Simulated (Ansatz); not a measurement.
| atom | x (Å) | y (Å) | z (Å) |
| --- | --- | --- | --- |
| O | 2.0025 | -2.6502 | -0.5714 |
| C | 1.6115 | -1.5625 | -0.4268 |
| C | 1.3848 | -0.2965 | -0.3058 |
| C | 0.5710 | 0.7208 | -0.0772 |
| Si | -1.2612 | 0.5287 | 0.2938 |
| H | 0.9865 | 1.7317 | -0.1041 |
| H | -2.0464 | 1.2809 | -0.7210 |
| H | -1.6091 | -0.9113 | 0.2642 |
| H | -1.5511 | 1.1120 | 1.6310 |

Geometry: PBE0-D4/def2-TZVP.

These are results of Ansatz 0.2.0, RKS PBE0-D4/def2-TZVPP, not measurements.

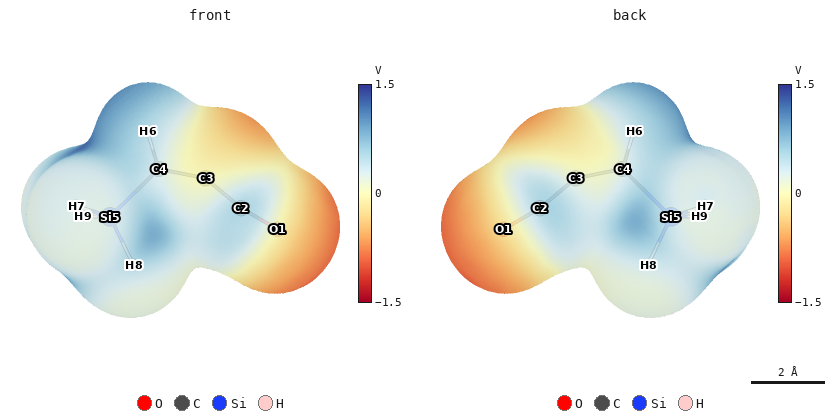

C$_{3}$H$_{4}$OSi (SMILES O=C=C=C[SiH3]). The electrostatic potential painted on the density surface at 0.001 e/bohr³, seen from the front and from behind; the colour scale runs from red (negative) to blue (positive).

### Describe the electrostatic potential map.

The most negative region (about −0.9 V) lies over O1, the most positive (about +1.2 V) over Si5.
